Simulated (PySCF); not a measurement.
System: C5H9ClSi2 (SMILES ClC[SiH]1C=C[SiH2]C=C1).

Input

```
{"job": {"kind": "uv", "xc": "CAM-B3LYP", "basis": "def2-SVPD", "ip": true}, "charge": 0, "multiplicity": 1}
Cl    -3.067201     2.338582    -0.216220
C     -3.789268     0.776069     0.279941
Si    -2.413271    -0.524980     0.450242
C     -1.194773     0.066293     1.737797
C     -0.004494     0.621191     1.441909
Si     0.662389     0.830343    -0.298094
C     -0.375177    -0.164038    -1.502516
C     -1.566488    -0.715905    -1.204745
H     -4.530239     0.489662    -0.481264
H     -4.321513     0.935663     1.229406
H     -3.073588    -1.801408     0.873027
H     -1.487679    -0.010642     2.795479
H      0.626982     0.974564     2.270797
H      0.678338     2.275439    -0.685927
H      2.081111     0.352514    -0.349400
H      0.024504    -0.303510    -2.518183
H     -2.090545    -1.282827    -1.988606
```

Command:

```sh
OMP_NUM_THREADS=1 python probes_run.py task.json out
```

Geometry: PBE0-D3(BJ)/def2-SVP.

The calculation used PySCF, CAM-B3LYP/def2-SVPD, SCF density, gas phase.

Q: What will maps of the electron density and electron localisation function show?

A: C–Cl (1.79 Å): the density is about 1.3 e/Å³ at the midpoint; the ELF peaks at about 0.90 between the atoms, as expected for localised, covalent bonding.
Si–H (1.50 Å): ρ at the midpoint is about 0.76 e/Å³; the ELF climbs to about 1 towards the hydrogen, as it does in any bond to H.

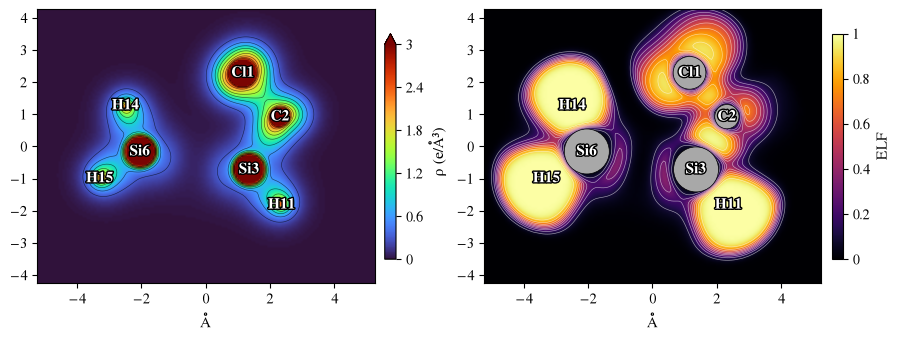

Computed electron density and electron localisation function on the plane of atoms H14, Si6 and H15, in this order. Grey discs cover the atomic cores in the ELF map. 
